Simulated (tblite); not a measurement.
Frequency calculation of C3H4F4S2Si

System: C3H4F4S2Si, SMILES F[Si@@H]1SC[C@H](C(F)(F)F)S1.
Method: GFN2-xTB harmonic vibrations, gas phase (tblite 0.8.0).

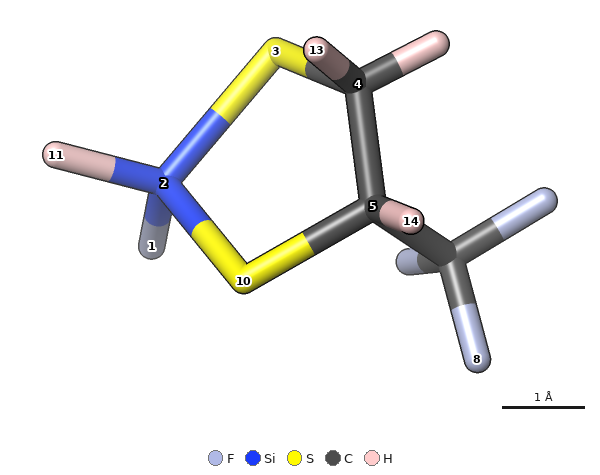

Figure 1. The structure (stick view, seen at a tilt; atoms are numbered from 1 in the order of the input). Bond lengths as drawn: C–C 1.52 to 1.53 Å, C–F 1.33 to 1.34 Å, C–H 1.09 Å, C–S 1.83 Å, F–Si 1.60 Å, H–Si 1.44 Å and S–Si 2.13 to 2.15 Å.

### The input
```
{"job": {"kind": "ir", "xc": "GFN2-xTB", "basis": "xTB"}, "charge": 0, "multiplicity": 1}
F      2.533871     1.747089    -0.600474
Si     2.153518     0.222738    -0.306931
S      0.791484    -0.497609    -1.776213
C     -0.412201    -1.205771    -0.592034
C     -0.598426    -0.362050     0.658805
C     -1.356853     0.938112     0.396062
F     -0.673072     1.832896    -0.318256
F     -1.708449     1.537658     1.538232
F     -2.498185     0.700278    -0.274439
S      0.990286     0.009281     1.485486
H      3.387538    -0.507402    -0.175079
H     -1.353710    -1.300136    -1.133942
H     -0.059577    -2.198071    -0.311648
H     -1.196903    -0.917487     1.388266
```

The first line tells a small driver script what to run in tblite; the rest is the geometry in Å.

Launched with:
```bash
OMP_NUM_THREADS=1 python <driver script> task.json out
```

### The program's output
```
mode    cm-1     km/mol
  1      41.6      0.65
  2      43.9      0.74
  3      99.5      0.42
  4     151.4      6.65
  5     167.2      7.31
  6     195.8     19.85
  7     236.4      0.01
  8     268.3     27.96
  9     297.8      0.94
 10     351.1      4.02
 11     456.7      2.58
 12     476.2     20.11
 13     480.7     40.72
 14     524.7     24.67
 15     540.7      6.60
 16     575.5    222.70
 17     633.1     43.22
 18     650.0     91.83
 19     674.2     18.32
 20     767.7      0.37
 21     788.1      0.77
 22     858.4    214.01
 23     908.9     25.60
 24    1042.1     22.88
 25    1045.1    215.31
 26    1067.7    191.10
 27    1112.5     96.61
 28    1161.9     31.54
 29    1189.6     74.90
 30    1232.0     36.07
 31    1270.9     16.01
 32    1435.5      7.38
 33    2453.9    140.68
 34    2951.7      0.28
 35    2992.3      2.82
 36    3000.8      0.62
```

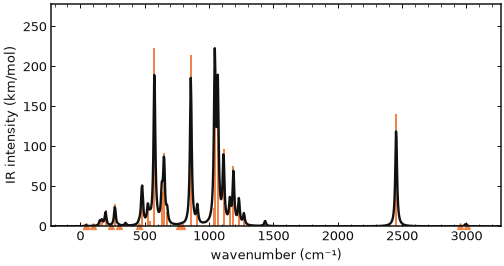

Figure 2. Harmonic infrared spectrum, unscaled: sticks (degenerate modes added up, dark ones marked on the axis) with a Lorentzian envelope of 16 cm⁻¹ full width, scaled to the tallest stick. 36 modes from 42 to 3001 cm⁻¹, none imaginary. The strongest line is at 576 cm⁻¹ (223 km/mol).

### Key numbers

- outcome: converged
- total energy: −972.3820 eV
- zero-point energy: 45.9520 kcal/mol
- hardware: 1 CPU thread, shared host
- peak memory: 0.18 GiB
